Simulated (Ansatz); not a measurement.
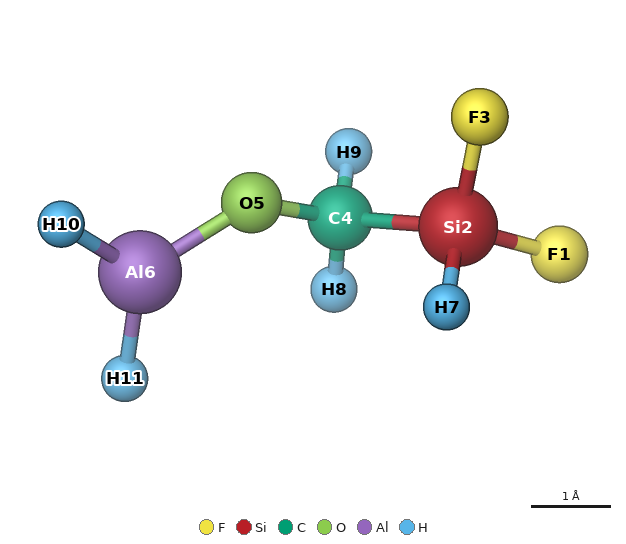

Orthographic view. Atoms fade into the background with distance from the viewer. The computed structure is the end point of a PBE0-D4/def2-TZVP optimisation. No frequency run is at hand to confirm it as a minimum.

Write a Z-matrix (Å, degrees) in the order of the atom numbers, with these reference atoms: 2 to 1; 3 to 2, 1; 4 to 2, 3, 1; 5 to 4, 2, 3; 6 to 5, 4, 2; 7 to 2, 3, 1; 8 to 4, 5, 6; 9 to 4, 8, 5; 10 to 6, 5, 4; 11 to 6, 10, 5.

```
F  
Si   1   1.591
F    2   1.587   1   107.1
C    2   1.866   3   110.2   1  -119.5
O    4   1.408   2   107.7   3   -67.3
Al   5   1.694   4   133.9   2  -119.0
H    2   1.478   3   107.9   1   117.0
H    4   1.100   5   112.6   6     2.4
H    4   1.098   8   106.5   5  -120.6
H    6   1.574   5   116.0   4   179.3
H    6   1.583  10   126.3   5   179.7
```
